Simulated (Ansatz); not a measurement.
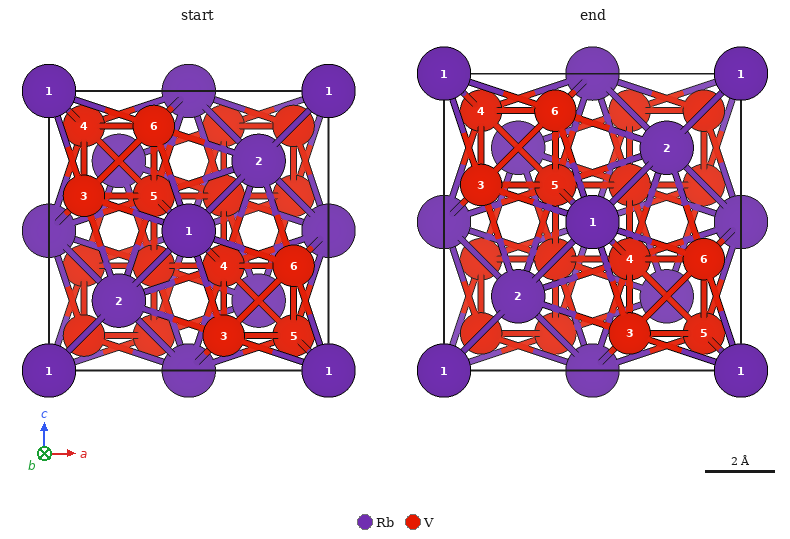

The structure of crystalline RbV2 (built on the cubic Laves (C15)_227 type) (coarse preliminary run) before (left) and after (right) a relaxation, at one scale.

The picture is a ball-and-stick view of the conventional cell (4 times the calculation's cell), seen along the b axis. Lengths and directions refer to the drawn axes.

Case: cubic Laves (C15) type (Fd-3m, No. 227).

The calculation used DFT PBE, scalar-relativistic, plane waves, PAW (Ansatz).

Input file:
```yaml
crystal:
  lattice:
    - [0.0, 4.0700963441, 4.0700963441]
    - [4.0700963441, 0.0, 4.0700963441]
    - [4.0700963441, 4.0700963441, 0.0]
  atoms:
    - { symbol: Rb, position: [0.0, 0.0, 0.0], spin: 0.18 }
    - { symbol: Rb, position: [0.25, 0.25, 0.25], spin: 0.18 }
    - { symbol: V, position: [0.625, 0.625, 0.625], spin: 2.41 }
    - { symbol: V, position: [0.125, 0.625, 0.625], spin: 2.41 }
    - { symbol: V, position: [0.625, 0.625, 0.125], spin: 2.41 }
    - { symbol: V, position: [0.625, 0.125, 0.625], spin: 2.41 }
basis:
  ecutwfc: 420
kpoints:
  mp_grid: { grid: [4, 4, 4] }
hamiltonian:
  xc: pbe
scf:
  occupations: { method: gaussian, width: 0.1 }
  lower_state_search: "off"
output:
  forces: true
  stress: true
  eigenvalues: true
  populations: true
magnetization:
  spin_polarized: true
relax:
  adjacent_minimum: "off"
  f_tol: 0.04
  max_steps: 70
  cell: { stress_tol: 0.4 }
```

Command:
```bash
ansatz run input.yaml --threads 1 --pin off --max-ram 2560MiB --backend cpu --events-out ev --progress --plain --runs-dir out
```

**What changed between the two?**

No atom moves by more than 0.005 Å relative to the cell. Cell: a = b = c 8.140 → 8.648 Å (+6.2 %). Volume +19.9 %. Near-neighbour distances that change, for instance: Rb1–Rb2 3.525 → 3.745 Å, Rb1–V3 3.375 → 3.585 Å, V3–V4 2.878 → 3.058 Å. The space group stays Fd-3m (No. 227). The energy falls by 66.2 meV per atom in 4 accepted moves (5 points after the start). All forces vanish by symmetry, so only the cell relaxes. Pressure: 5.95 GPa at the start and 0.31 GPa at the end. At 1 point the geometry stayed and the basis and grid were re-selected for the new cell (energy shift of 2.0 meV per atom at most each time).
